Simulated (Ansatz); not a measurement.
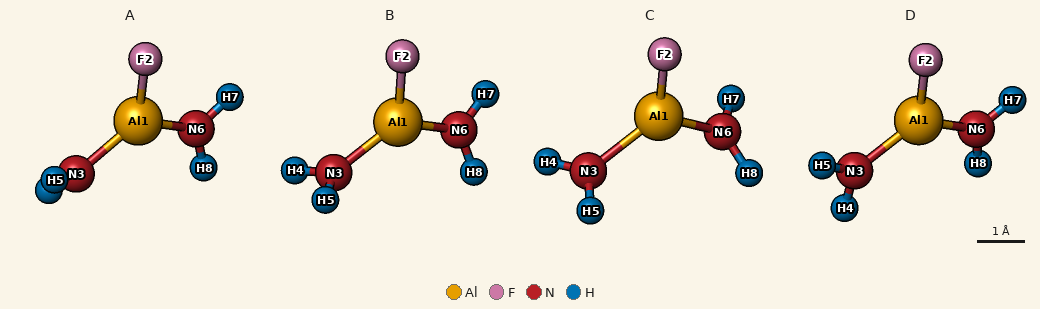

4 geometries from one relaxation of AlN₂H₄F, in shuffled order. Style: ball-and-stick. Shown at a tilt.

The run prepares the start of a later molecular dynamics calculation, from a guessed geometry.

Level of theory: RKS BHLYP-D4/cc-pVDZ (Ansatz 0.2.0). Set-up: no spin polarisation; force threshold 0.02 eV/Å; at most 40 steps.

> Put them in the order of the run, from the start to the converged end.

C, B, A, D. They are steps 0, 3, 6, 10, at +139.5 kJ/mol, +30.0 kJ/mol, +7.96 kJ/mol relative to the last. The energy falls by 139.5 kJ/mol in 10 geometry steps. The largest force component goes from 2.5 to 0.012 eV/Å. H4 moves most after the best rigid fit: 1.27 Å. By element the largest moves are H 1.27 Å, N 0.15 Å, F 0.13 Å, Al 0.11 Å. Some distances before and after: Al1–N3 1.920 → 1.764 Å, N3–H4 1.060 → 1.006 Å, Al1–F2 1.690 → 1.680 Å. Bond angles that change, for instance: H4–N3–H5 120.0° → 110.3°, Al1–N3–H4 120.0° → 125.7°, N3–Al1–N6 120.0° → 124.7°. Groups turn about Al1–N3 by about 90°, Al1–N6 by about 60°.
